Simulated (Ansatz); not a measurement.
# MgO: response to strain

Take MgO in the rock salt structure (space group Fm-3m, No. 225; a = 4.2044 Å) as the base.

Strains are applied to the cell and any free atomic positions relax.

The values are results of r2SCAN (Ansatz, an electronic-structure program; PAW; 500 eV plane waves; without spin-orbit coupling), not measurements.

Notes on the quantities. energy relative to the base: free energy F.

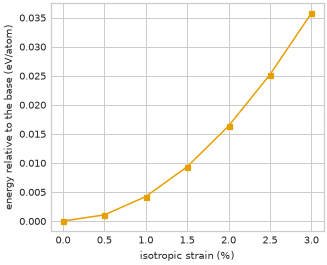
Fig. 1. Energy relative to the base against isotropic strain

```csv
isotropic strain (%),energy relative to the base
0.5,+1.1 meV/atom
1,+4.2 meV/atom
1.5,+9.3 meV/atom
2,+16 meV/atom
2.5,+25 meV/atom
3,+36 meV/atom
```

Whether these cells are dynamically stable was not tested.
